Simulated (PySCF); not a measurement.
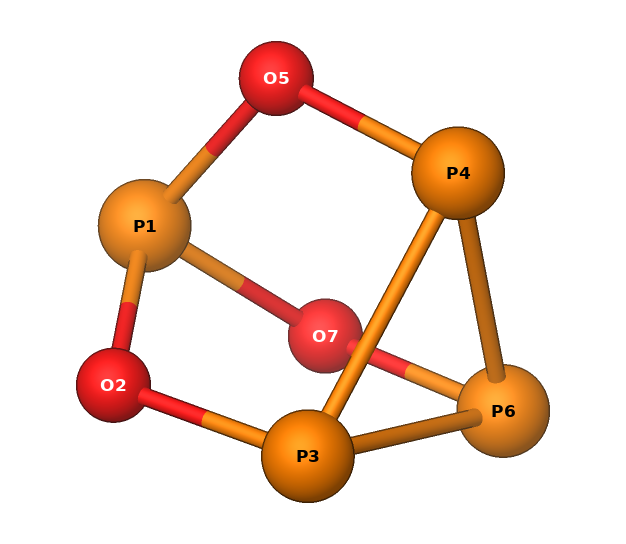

The computed structure is the end point of a PBE0-D3(BJ)/def2-SVP optimisation. No frequency run is at hand to confirm it as a minimum. Method: delta-SCF UKS SCAN, pcX-2 on the ionised atom (unc-x2c-TZVPall on a metal), pcseg-1 elsewhere, spin-free X2C (PySCF 2.14.0).

Give the core-electron binding energies (to vacuum; p and d levels without spin–orbit splitting) of P1 1s, P1 2p, O2 1s, P3 1s, P3 2p.

```tsv
atom	level	binding energy (eV)
P1	1s	2153.4
P1	2p	139.6
O2	1s	539.0
P3	1s	2151.2
P3	2p	137.8
```
